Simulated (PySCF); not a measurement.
**C₈H₁₀OSi: NMR shielding calculation**

System: C₈H₁₀OSi, SMILES C=C1C(=C)C(CC=O)=C1[SiH3].
Method: GIAO PBE0/pcSseg-1 NMR shielding, non-relativistic, gas phase (PySCF 2.14.0).

The geometry comes from this level: GFN2-xTB. It belongs to a series of runs on one base structure; here: CH2 inserted into a C-C bond. Figures and captions count atoms from 1; the log counts them from 0 in places.

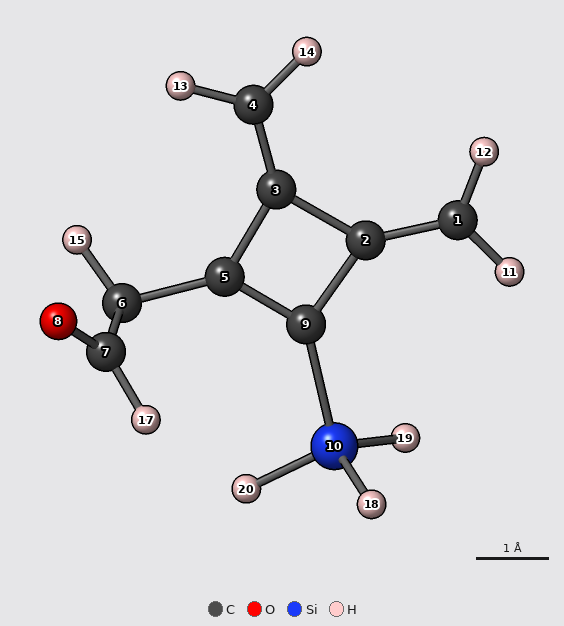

Figure 1. The input geometry (ball-and-stick view, seen at a tilt; atoms are numbered from 1 in the order of the input). Bond lengths as drawn: C–C 1.32 to 1.51 Å, C–H 1.08 to 1.11 Å, C–O 1.20 Å, C–Si 1.87 Å and H–Si 1.46 to 1.47 Å.

The input:
```
{"job": {"kind": "nmr", "xc": "PBE0", "basis": "pcSseg-1"}, "charge": 0, "multiplicity": 1}
C     -0.723625     2.347278    -1.444415
C     -0.354103     1.372354    -0.634578
C      0.715132     1.167336     0.387006
C      1.718004     1.871802     0.884065
C      0.161215    -0.181245     0.584970
C      0.581640    -1.315980     1.446608
C      1.498584    -2.179713     0.616195
O      2.665817    -2.344672     0.818205
C     -0.814374    -0.010779    -0.356325
Si    -2.188280    -1.066189    -1.051039
H     -1.556552     2.230553    -2.117371
H     -0.205818     3.291085    -1.462995
H      2.376491     1.464379     1.632960
H      1.918445     2.875942     0.552751
H      1.108599    -0.958078     2.332015
H     -0.291665    -1.907751     1.729064
H      0.985072    -2.635230    -0.253377
H     -1.785164    -1.571989    -2.365311
H     -3.397225    -0.250942    -1.166562
H     -2.417342    -2.187482    -0.134902
```

The first line tells a small driver script what to run in PySCF; the rest is the geometry in Å.

Run as:
```bash
OMP_NUM_THREADS=1 python <driver script> task.json out
```

What the program printed:
```
coarse grid: 17600 points
cycle   1  E = -674.6298153941  dE =  1.595e+00  |g| = 8.114e-01  |ddm| = 4.589e+00
cycle   2  E = -674.2059839551  dE =  4.238e-01  |g| = 1.675e+00  |ddm| = 2.125e+00
cycle   3  E = -674.7635686826  dE = -5.576e-01  |g| = 1.765e-01  |ddm| = 1.601e+00
cycle   4  E = -674.7706727572  dE = -7.104e-03  |g| = 6.700e-02  |ddm| = 2.876e-01
cycle   5  E = -674.7714909709  dE = -8.182e-04  |g| = 4.087e-02  |ddm| = 1.210e-01
cycle   6  E = -674.7718973370  dE = -4.064e-04  |g| = 5.864e-03  |ddm| = 3.706e-02
cycle   7  E = -674.7719053641  dE = -8.027e-06  |g| = 1.875e-03  |ddm| = 7.352e-03
final grid: 166520 points
cycle   8  E = -674.8417603461  dE = -2.218e-05  |g| = 1.274e-02  |ddm| = 6.209e-02
cycle   9  E = -674.8416754122  dE =  8.493e-05  |g| = 2.447e-02  |ddm| = 3.014e-02
cycle  10  E = -674.8417929535  dE = -1.175e-04  |g| = 2.651e-03  |ddm| = 1.938e-02
cycle  11  E = -674.8417946041  dE = -1.651e-06  |g| = 3.660e-04  |ddm| = 2.564e-03
cycle  12  E = -674.8417946244  dE = -2.032e-08  |g| = 2.355e-04  |ddm| = 5.840e-04
cycle  13  E = -674.8417946390  dE = -1.465e-08  |g| = 4.501e-05  |ddm| = 3.036e-04
cycle  14  E = -674.8417946395  dE = -4.379e-10  |g| = 1.603e-05  |ddm| = 6.041e-05
```

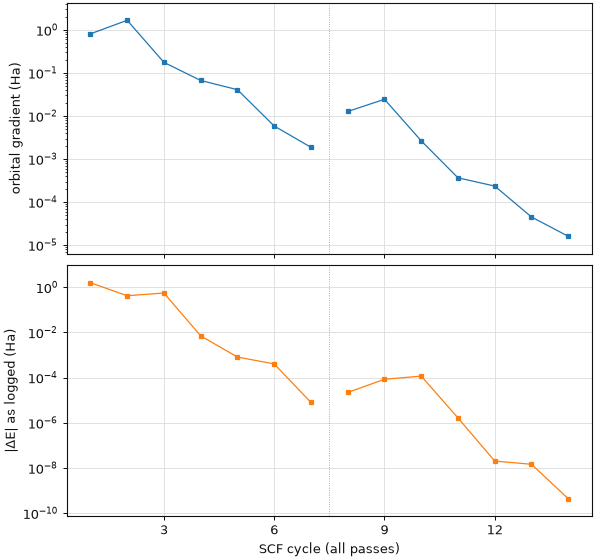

Figure 2. Convergence of the self-consistent field: orbital gradient and size of the energy change against the SCF cycle. The dotted line marks the change from a coarse to the final integration grid. The first 7 cycles use a coarse grid, the final grid takes over at cycle 8, and the field converges after 14 cycles in all.

```
converged SCF energy = -674.8417946395

GIAO shielding tensors (ppm)
atom      isotropic    diamagn.    paramagn.     s11        s22        s33       span
  0 C       87.192     256.563    -169.371      1.359     86.339    173.879    172.520
  1 C       29.050     261.329    -232.279    -75.416     28.971    133.596    209.011
  2 C       30.051     257.840    -227.789    -69.378     35.766    123.766    193.144
  3 C       86.995     258.390    -171.395      3.609     79.179    178.198    174.589
  4 C       17.108     264.582    -247.474    -98.357     11.531    138.150    236.506
  5 C      138.875     247.633    -108.757    107.642    134.073    174.912     67.270
  6 C       -9.352     250.765    -260.117   -103.304    -11.816     87.063    190.366
  7 O     -358.729     394.889    -753.618   -958.006   -447.092    328.912   1286.919
  8 C       26.676     252.690    -226.014    -68.987      1.070    147.945    216.932
  9 Si     449.302     883.540    -434.238    438.507    443.740    465.660     27.154
 10 H       26.650      31.841      -5.191     24.581     25.344     30.025      5.444
 11 H       26.573      30.648      -4.075     24.698     25.342     29.678      4.980
 12 H       26.650      32.639      -5.989     24.494     25.568     29.886      5.392
 13 H       26.619      30.653      -4.034     24.697     25.568     29.592      4.896
 14 H       28.285      30.922      -2.636     25.684     27.936     31.236      5.552
 15 H       28.097      30.230      -2.132     24.545     28.568     31.179      6.634
 16 H       22.209      29.605      -7.396     20.055     21.646     24.926      4.872
 17 H       27.352      30.105      -2.752     24.464     25.141     32.451      7.987
 18 H       27.376      30.045      -2.669     24.002     25.883     32.243      8.242
 19 H       27.357      30.447      -3.091     23.916     26.730     31.424      7.508
```

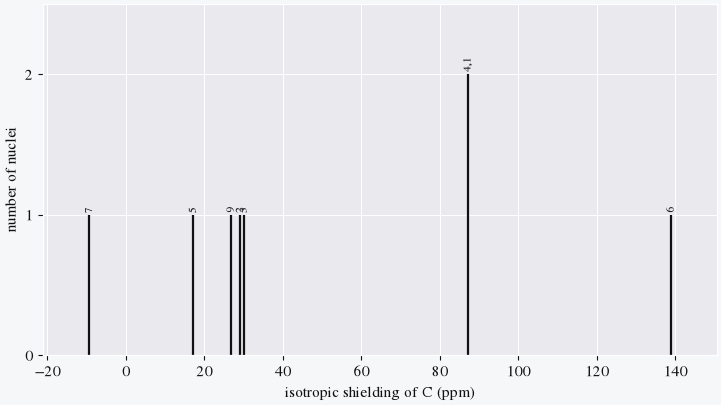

Figure 3. Isotropic shieldings of the carbon nuclei in this fixed geometry, labelled by atom number; shielding grows to the right, so chemical shift grows to the left. The least shielded is C7 (−9.4 ppm), the most shielded C6 (138.9 ppm).

Summary:

```csv
quantity,value
outcome,converged
total energy,−674.841795 hartree
HOMO,−6.82 eV
LUMO,−1.67 eV
dipole moment,2.20 D
"isotropic shielding, C",−9.4 to 138.9 ppm
"isotropic shielding, O",−358.7 ppm
"isotropic shielding, Si",449.3 ppm
"isotropic shielding, H",22.2 to 28.3 ppm
hardware,"1 CPU thread, shared host"
wall time,90 s
peak memory,1.1 GiB
```
